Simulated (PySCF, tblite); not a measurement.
**1,1,1,2-tetrafluoroethane (C2H2F4): isotopologues and vibrational averages**

How do isotopes change the rotational constants and shieldings of 1,1,1,2-tetrafluoroethane (C2H2F4) (`FCC(F)(F)F`)?

Programs: PySCF 2.14.0 with density-fitted response routines of our own, and tblite 0.8.0. All values are computed, except where a source is named. Atoms count from 0 throughout.

## Step 1: The molecule as given

8 atoms, charge 0, multiplicity 1; geometry from: force field or distance geometry start.

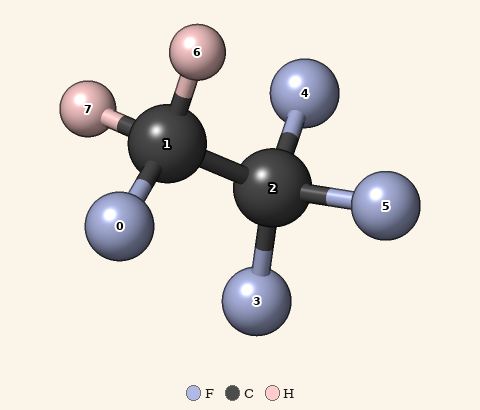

The starting geometry (fluorine light blue, carbon dark grey, hydrogen pink), atoms numbered.

## Step 2: GFN2-xTB relaxation, lowest of a short conformer search

Job settings and geometry (Å):

```
{"job": {"xc": "GFN2-xTB", "basis": "xTB", "kind": "relax"}, "charge": 0, "multiplicity": 1}
F      1.421500    -0.000200    -1.224900
C      0.760100     0.091800    -0.017500
C     -0.668000    -0.113800    -0.032600
F     -1.115400    -1.267900    -0.615400
F     -1.167100    -0.053600     1.300300
F     -1.378400     0.899900    -0.717600
H      0.961000     1.109400     0.441800
H      1.222700    -0.628100     0.767800
```

Started as:

```console
OMP_NUM_THREADS=1 python ens_run.py task.json out
```

The driver reads the study from task.json and runs its stages one after another.

The log of the run:

```text
step      E/eV     max force
  0    -658.81133    4.233
  1    -659.19631    1.149
  2    -659.24171    0.586
  3    -659.26271    0.334
  4    -659.27091    0.281
  5    -659.27542    0.226
  6    -659.27971    0.240
  7    -659.28200    0.144
  8    -659.28379    0.124
  9    -659.28555    0.146
 10    -659.28716    0.155
 11    -659.28825    0.099
 12    -659.28896    0.070
 13    -659.28951    0.076
 14    -659.28984    0.060
 15    -659.28995    0.030
 16    -659.28999    0.023
 17    -659.29003    0.021
 18    -659.29006    0.021
 19    -659.29007    0.013
 20    -659.29009    0.015
 21    -659.29011    0.024
 22    -659.29018    0.052
 23    -659.29032    0.087
 24    -659.29060    0.118
 25    -659.29093    0.108
 26    -659.29111    0.049
 27    -659.29117    0.021
 28    -659.29119    0.018
 29    -659.29121    0.018
 30    -659.29124    0.016
 31    -659.29127    0.017
 32    -659.29130    0.014
 33    -659.29131    0.008
 34    -659.29132    0.005
 35    -659.29132    0.003
```

It took 0.06 s on 1 thread of AMD EPYC 9R45, shared host.

The energy fell by 0.480 eV, and the atoms moved 0.09 Å (root mean square).

## Step 3: Tight optimisation and Hessian

Job settings and geometry (Å):

```
{"job": {"xc": "PBE0", "basis": "pcSseg-1", "grid": 2, "temperatures": [250, 400], "kind": "geom"}, "charge": 0, "multiplicity": 1}
F      1.331544     0.051520    -1.199857
C      0.796839     0.112556     0.046991
C     -0.719014    -0.088963    -0.018675
F     -1.058727    -1.275460    -0.522298
F     -1.233171    -0.024562     1.219692
F     -1.330994     0.846030    -0.745457
H      1.009851     1.100767     0.467817
H      1.239901    -0.684238     0.653527
```

The log of the run:

```text
step   0  E = -12960.4090063 eV  max force = 0.43278
step   1  E = -12960.4274447 eV  max force = 0.19446
step   2  E = -12960.4282737 eV  max force = 0.05160
step   3  E = -12960.4283058 eV  max force = 0.00653
step   4  E = -12960.4283094 eV  max force = 0.00857
step   5  E = -12960.4283119 eV  max force = 0.00188
step   6  E = -12960.4283120 eV  max force = 0.00063
step   7  E = -12960.4283120 eV  max force = 0.00063
step   8  E = -12960.4283120 eV  max force = 0.00069
harmonic wavenumbers (cm-1): 101.5 216.1 352.0 412.8 532.0 550.6 670.3 861.0 983.3 1146.1 1213.3 1216.0 1318.2 1323.6 1457.0 1487.4 3091.5 3158.3
```

Wall time 2.5 min (1 thread of AMD EPYC 9R45, shared host); peak memory 0.62 GiB.

## Step 4: Displacements along the modes, parent

Job settings and geometry (Å):

```
{"job": {"xc": "PBE0", "basis": "pcSseg-1", "grid": 2, "temperatures": [250, 400], "kind": "vib", "mass_numbers": [19, 12, 12, 19, 19, 19, 1, 1]}, "charge": 0, "multiplicity": 1}
F      1.302877     0.044341    -1.217666
C      0.785186     0.111054     0.044714
C     -0.711814    -0.087684    -0.015547
F     -1.033498    -1.275532    -0.530346
F     -1.212685    -0.022553     1.227105
F     -1.307172     0.852095    -0.751800
H      0.992804     1.094455     0.479229
H      1.220531    -0.678528     0.666051
```

The log of the run:

```text
mode    cm-1    km/mol   phi_rrr   E(+)/cm-1  E(-)/cm-1
  1    101.50     6.16      13.5      21.41      21.27
  2    216.05     3.48      15.3      39.52      38.53
  3    351.98     1.29      -0.2      64.14      63.69
  4    412.83     0.81     -29.4      73.17      75.47
  5    532.03     2.48      -0.4      95.90      95.80
  6    550.57     9.05      36.9     100.42      97.90
  7    670.33    33.42     -21.5     119.90     121.44
  8    860.98    16.80    -121.5     150.64     159.47
  9    983.33    57.26       0.1     177.70     177.46
 10   1146.12    85.93    -381.5     193.37     220.55
 11   1213.34   302.67     335.9     231.00     206.99
 12   1216.02    84.50      -1.7     219.48     219.09
 13   1318.22   162.84       9.6     237.51     237.07
 14   1323.61   168.45       6.6     238.52     238.33
 15   1457.03    37.60      79.3     265.24     259.89
 16   1487.40     7.19      98.0     271.63     264.27
 17   3091.48    11.32   -1324.4     511.58     606.68
 18   3158.26     8.01      13.3     571.93     570.99
```

It took 2.5 min on 1 thread of AMD EPYC 9R45, shared host; peak memory 0.62 GiB.

## Step 5: Displacements along the modes, 2H at atom 6

Job settings and geometry (Å):

```
{"job": {"xc": "PBE0", "basis": "pcSseg-1", "grid": 2, "temperatures": [250, 400], "kind": "vib", "mass_numbers": [19, 12, 12, 19, 19, 19, 2, 1]}, "charge": 0, "multiplicity": 1}
F      1.302877     0.044341    -1.217666
C      0.785186     0.111054     0.044714
C     -0.711814    -0.087684    -0.015547
F     -1.033498    -1.275532    -0.530346
F     -1.212685    -0.022553     1.227105
F     -1.307172     0.852095    -0.751800
H      0.992804     1.094455     0.479229
H      1.220531    -0.678528     0.666051
```

The log of the run:

```text
mode    cm-1    km/mol   phi_rrr   E(+)/cm-1  E(-)/cm-1
  1     97.82     5.44      12.1      20.39      20.28
  2    215.47     3.51      15.0      39.41      38.43
  3    331.31     0.42       3.8      60.05      60.15
  4    410.63     0.82     -29.3      72.78      75.07
  5    521.90     4.37      -9.9      93.67      94.34
  6    545.64     9.40      31.8      99.33      97.21
  7    661.02    30.50     -16.0     118.43     119.55
  8    821.85     7.84     -90.8     144.68     151.35
  9    903.98    33.59      65.6     165.39     160.48
 10    966.03     6.02    -100.7     170.87     177.55
 11   1153.57   104.94    -344.1     195.83     220.61
 12   1203.66   248.51    -164.3     211.08     222.85
 13   1247.83   253.70    -206.9     217.59     232.43
 14   1318.84   171.75    -104.1     233.94     241.37
 15   1347.59    28.08      25.8     244.12     242.27
 16   1424.57    67.46      97.0     260.15     253.28
 17   2298.05     8.36   -1218.0     372.96     460.37
 18   3126.55     9.51   -1949.6     498.57     638.40
```

It took 2.5 min on 1 thread of AMD EPYC 9R45, shared host; peak memory 0.61 GiB.

## Step 6: Displacements along the modes, 13C at atom 1

Job settings and geometry (Å):

```
{"job": {"xc": "PBE0", "basis": "pcSseg-1", "grid": 2, "temperatures": [250, 400], "kind": "vib", "mass_numbers": [19, 13, 12, 19, 19, 19, 1, 1]}, "charge": 0, "multiplicity": 1}
F      1.302877     0.044341    -1.217666
C      0.785186     0.111054     0.044714
C     -0.711814    -0.087684    -0.015547
F     -1.033498    -1.275532    -0.530346
F     -1.212685    -0.022553     1.227105
F     -1.307172     0.852095    -0.751800
H      0.992804     1.094455     0.479229
H      1.220531    -0.678528     0.666051
```

The log of the run:

```text
mode    cm-1    km/mol   phi_rrr   E(+)/cm-1  E(-)/cm-1
  1    100.99     6.04      13.4      21.26      21.13
  2    215.93     3.49      15.4      39.50      38.50
  3    349.88     1.20       0.1      63.28      63.72
  4    411.40     0.84      29.4      75.21      72.91
  5    532.03     2.48      -0.4      95.90      95.80
  6    548.49     9.79      36.8     100.05      97.53
  7    663.89    32.26     -18.5     118.84     120.17
  8    851.97    12.90     118.9     157.75     149.11
  9    972.86    51.35       0.1     175.86     175.60
 10   1123.13    88.05    -379.7     189.28     216.37
 11   1211.67    91.67      -5.0     218.05     218.93
 12   1212.64   294.71     330.5     230.68     207.04
 13   1317.78   165.40      10.0     237.44     236.98
 14   1323.44   167.49       6.3     238.48     238.31
 15   1439.09    41.51      82.5     262.12     256.54
 16   1483.00     5.55      98.1     270.85     263.46
 17   3085.36    10.83   -1320.9     510.60     605.44
 18   3145.77     7.70      14.6     569.70     568.68
```

Run time: 2.5 min. Hardware: 1 thread of AMD EPYC 9R45, shared host; peak memory 0.61 GiB.

## Step 7: Displacements along the modes, 2H at atom 6, 2H at atom 7

Job settings and geometry (Å):

```
{"job": {"xc": "PBE0", "basis": "pcSseg-1", "grid": 2, "temperatures": [250, 400], "kind": "vib", "mass_numbers": [19, 12, 12, 19, 19, 19, 2, 2]}, "charge": 0, "multiplicity": 1}
F      1.302877     0.044341    -1.217666
C      0.785186     0.111054     0.044714
C     -0.711814    -0.087684    -0.015547
F     -1.033498    -1.275532    -0.530346
F     -1.212685    -0.022553     1.227105
F     -1.307172     0.852095    -0.751800
H      0.992804     1.094455     0.479229
H      1.220531    -0.678528     0.666051
```

The log of the run:

```text
mode    cm-1    km/mol   phi_rrr   E(+)/cm-1  E(-)/cm-1
  1     94.66     4.84     -11.4      19.43      19.50
  2    214.92     3.53     -14.8      38.34      39.30
  3    316.51     0.09      -0.1      57.53      57.21
  4    408.51     0.82     -29.3      72.39      74.69
  5    517.33     4.30      -0.5      93.19      93.18
  6    538.02    11.50     -36.2      95.67      98.14
  7    652.04    27.97     -13.5     116.89     117.86
  8    819.65     3.71      89.3     150.87     144.31
  9    827.40    20.85       1.2     149.19     149.08
 10    927.94     1.21       0.1     167.53     167.08
 11   1007.14    11.00     -99.1     178.04     184.77
 12   1097.77    28.52      48.1     199.45     195.99
 13   1182.48   199.78     212.8     220.96     205.56
 14   1238.34   233.79     175.6     229.54     216.86
 15   1261.65   288.55      -2.3     227.37     227.53
 16   1388.78   131.66    -169.3     244.13     256.25
 17   2248.38     9.86    -805.5     377.13     434.99
 18   2350.84     6.74       4.0     424.88     424.60
```

Wall time 2.5 min (1 thread of AMD EPYC 9R45, shared host); peak memory 0.61 GiB.

## Step 8: Vibrational averages by isotopologue

Job settings and geometry (Å):

```
{"job": {"xc": "PBE0", "basis": "pcSseg-1", "grid": 2, "temperatures": [250, 400], "kind": "iso"}, "charge": 0, "multiplicity": 1}
F      1.302877     0.044341    -1.217666
C      0.785186     0.111054     0.044714
C     -0.711814    -0.087684    -0.015547
F     -1.033498    -1.275532    -0.530346
F     -1.212685    -0.022553     1.227105
F     -1.307172     0.852095    -0.751800
H      0.992804     1.094455     0.479229
H      1.220531    -0.678528     0.666051
```

The log of the run:

```text
parent
  Be/MHz 5365.584 2810.131 2770.433
  B0/MHz 5332.113 2791.677 2752.406
  ZPE/cm-1 10045.5
  <sigma>(0 K)/ppm 427.251 99.891 53.606 255.926 258.796 255.963 26.310 26.309
2H at atom 6
  Be/MHz 5208.686 2789.787 2720.795
  B0/MHz 5176.237 2771.232 2702.985
  ZPE/cm-1 9298.1
  <sigma>(0 K)/ppm 427.993 100.231 53.612 256.097 258.838 256.101 26.438 26.326
13C at atom 1
  Be/MHz 5328.736 2797.37 2748.262
  B0/MHz 5295.606 2779.115 2730.538
  ZPE/cm-1 9994.7
  <sigma>(0 K)/ppm 427.359 99.920 53.611 255.952 258.822 255.988 26.312 26.311
2H at atom 6, 2H at atom 7
  Be/MHz 5063.241 2757.442 2684.916
  B0/MHz 5031.625 2738.853 2667.146
  ZPE/cm-1 8546.2
  <sigma>(0 K)/ppm 428.764 100.582 53.619 256.230 258.876 256.256 26.459 26.458
```

Wall time 13 min (1 thread of AMD EPYC 9R45, shared host); peak memory 0.62 GiB. This counts the whole study up to here.

Rotational constants (MHz) at equilibrium and in the ground state:

```tsv
isotopologue	Be	B0	zero-point change (cm⁻¹)
parent	5365.6, 2810.1, 2770.4	5332.1, 2791.7, 2752.4	0.0
2H at atom 6	5208.7, 2789.8, 2720.8	5176.2, 2771.2, 2703.0	-747.4
13C at atom 1	5328.7, 2797.4, 2748.3	5295.6, 2779.1, 2730.5	-50.9
2H at atom 6, 2H at atom 7	5063.2, 2757.4, 2684.9	5031.6, 2738.9, 2667.1	-1499.4
```

Shieldings of the first species (ppm): at equilibrium, the vibrational parts at 0 K, and the averages:

```tsv
atom	equilibrium	anharmonic	harmonic	0 K	250 K	400 K
F0	438.71	-1.65	-9.81	427.25	425.96	424.53
C1	103.68	-0.94	-2.85	99.89	99.49	99.06
C2	55.76	-1.36	-0.80	53.61	53.40	53.09
F3	265.58	-2.74	-6.92	255.93	254.74	253.17
F4	267.58	-2.54	-6.25	258.80	257.14	255.24
F5	265.53	-2.65	-6.92	255.96	255.06	253.71
H6	26.93	-0.12	-0.50	26.31	26.29	26.27
H7	26.93	-0.12	-0.50	26.31	26.29	26.26
```

Isotope effects on the shieldings at 0 K (ppb; positive means more shielded):

```tsv
atom	2H at atom 6	13C at atom 1	2H at atom 6, 2H at atom 7
F0	742	108	1512
C1	340	29	690
C2	7	5	13
F3	171	26	304
F4	42	26	80
F5	138	25	294
H6	128	3	149
H7	17	3	149
```

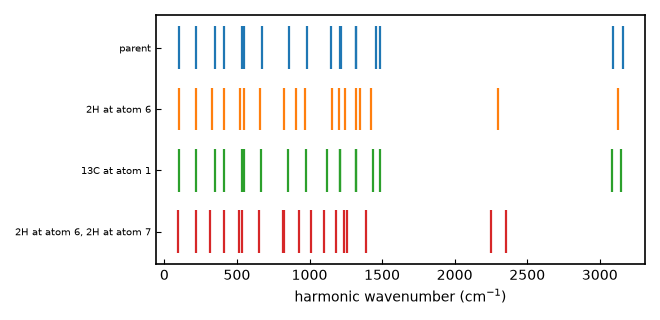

Harmonic wavenumbers of each isotopologue.

## Step 9: Summary of results

| quantity | value |
| --- | --- |
| point group | Cs |
| B0 of the first species | 5332.1, 2791.7, 2752.4 MHz |
| zero-point energy | 10046 cm⁻¹ |
| zero-point change of σ(F0) | -11.46 ppm |

Zero-point motion changes the shielding of F0 most, by -11.46 ppm. The largest secondary isotope effect is 1512 ppb on F0, 2 bonds from the change (2H at atom 6, 2H at atom 7). The job flags a low mode; perturbation theory is less sure for low modes.
